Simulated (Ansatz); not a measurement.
# r2SCAN work function of a third face of Mo from its PBE value

PBE and r2SCAN are run on the same slabs. If the two track each other from face to face, two faces calibrate the third.

Set-up. Ansatz 0.2.0, plane waves with PAW datasets (its set soft_2) at their recommended cutoffs; symmetric slabs of 7 layers (11 for bcc (111)) cut at the tabulated experimental lattice constant, atoms at bulk places, 18 Å of vacuum, k-spacing 0.16 Å⁻¹ (2π included), Fermi-Dirac smearing of 0.1 eV, SCF threshold 1e-9 eV. The work function is the vacuum level less the Fermi level.

```tsv
run	PBE (eV)	r2SCAN (eV)
Mo(111)	3.710	3.694
Mo(100)	3.952	?
Mo(110)	4.660	4.701
```

**Question.** What value belongs in the row marked “?”, and how far can the other rows tell?

Two rows fix a line: slope = (4.701 − 3.694) / (4.660 − 3.710) = 1.0600, intercept −0.2386. At 3.952 it gives 1.0600 × 3.952 + (−0.2386) = 3.951 eV. Rounding of the rows alone allows about ±0.001 eV there; two rows can't show whether the line holds.

The run itself gives 3.872 eV: a miss of −0.079 eV. The plain offset, r2SCAN less PBE, runs from −0.081 to +0.041 eV over the three faces.

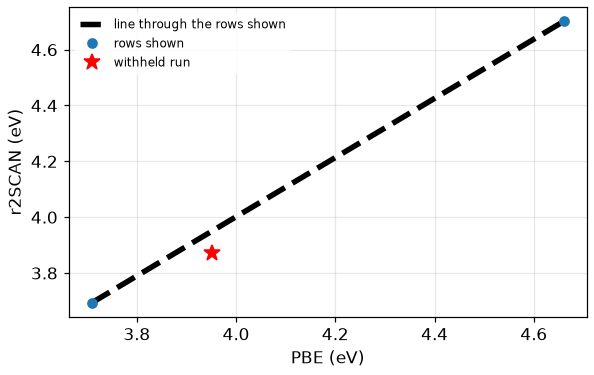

The fit and the withheld run.

**Limits.** Unrelaxed, unreconstructed faces at one geometry; neither value is a test against experiment.

[Logs are printed without paths, hosts, clocks, repeated set-up lines and the standing remarks that a program may print on its own settings, such as how far it seeks lower states.]
